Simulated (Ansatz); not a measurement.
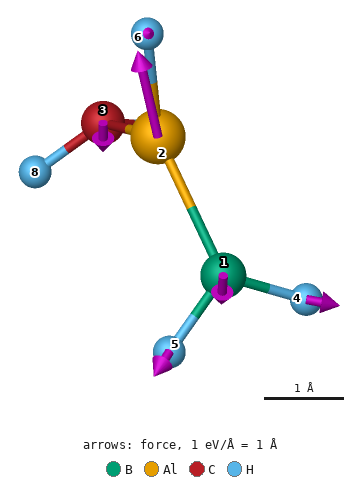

Starting geometry of CH₅AlB (charge −1) with the computed forces as purple arrows. Style: ball-and-stick. Shown from a free direction.

The run prepares an end point of a later path (inversion) calculation, from a guessed geometry.

Method: RKS PBE/def2-TZVP in Ansatz. (no spin polarisation; force threshold 0.015 eV/Å; at most 40 steps)

Question: Is this structure relaxed? If not, where do the atoms go?

Answer: It isn't relaxed: the largest force vector, on the Al atom, is 1.22 eV/Å. The final displacements have little in common with the starting forces (cosine between the two patterns 0.22). The C atom moves most after the best rigid fit: 1.09 Å. By element the largest moves are C 1.09 Å, H 1.03 Å, B 0.98 Å, Al 0.90 Å. Near-neighbour distances that change, for instance: B–C 3.317 → 1.488 Å, Al–C 1.896 → 2.345 Å, Al–B 2.013 → 2.388 Å, Al–H 1.651 → 1.689 Å. New bonds form: B–C (3.32 → 1.49 Å). Bond angles that change, for instance: B–Al–C 116.1° → 36.6°, C–Al–H 116.8° → 80.2°, Al–B–H 120.0° → 102.0°. The energy falls by 46.0 kcal/mol in 15 accepted moves (18 points after the start). Largest force component: 0.86 eV/Å at the start, 0.0046 eV/Å at the end. The line search rejected the trial steps at points 7, 14, 16 of the run.

Limits of the set-up: the basis has no diffuse functions, which an anion needs.
